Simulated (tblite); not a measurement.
# C3H9BO2PSi: the cost of one run

The runs use tblite 0.8.0 and PySCF 2.14.0, with density-fitted response routines of our own; the level of theory stands in each step. All values are computed, except where a source is named. Atoms count from 0, in the outputs and in this text.

## (1) The molecule as given

17 atoms, charge 0, multiplicity 2; geometry from: force field or distance geometry start.

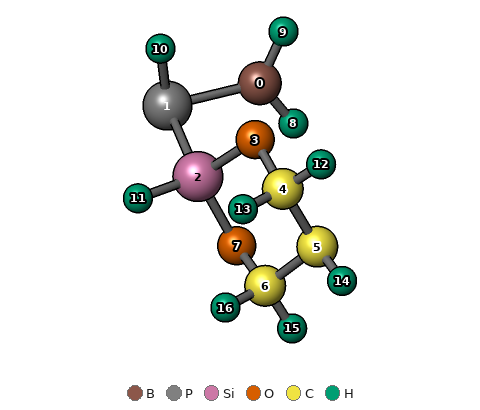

The starting geometry (boron brown, phosphorus grey, silicon pink, oxygen orange, carbon yellow, hydrogen teal), atoms numbered.

## (2) Optimising the geometry with GFN2-xTB

Job settings and geometry (Å):

```
{"job": {"kind": "relax", "xc": "GFN2-xTB", "basis": "xTB"}, "charge": 0, "multiplicity": 2}
B      3.048300     0.343700    -0.045400
P      2.141600     1.860700    -0.857800
Si     0.136900     0.993700    -0.594700
O     -0.091700     0.482700     1.030500
C     -1.286100    -0.273700     1.132000
C     -1.276800    -1.505000     0.203000
C     -1.234400    -1.065100    -1.271900
O     -0.029600    -0.399200    -1.598300
H      3.098500    -0.685600    -0.620900
H      3.460600     0.426600     1.058700
H      2.092700     2.624600     0.380900
H     -0.894900     1.995000    -0.948300
H     -1.393800    -0.628100     2.180200
H     -2.167900     0.369400     0.914700
H     -2.183400    -2.108600     0.392700
H     -1.306800    -1.981000    -1.881800
H     -2.120200    -0.437900    -1.517000
```

Started as:

```console
$ OMP_NUM_THREADS=1 python probes_run.py task.json out
```

One launch serves the whole session: the jobs run in the order shown.

**Question.** How long does this first job take on 1 thread of Arm Neoverse V2, shared host?

About 1.8 s.
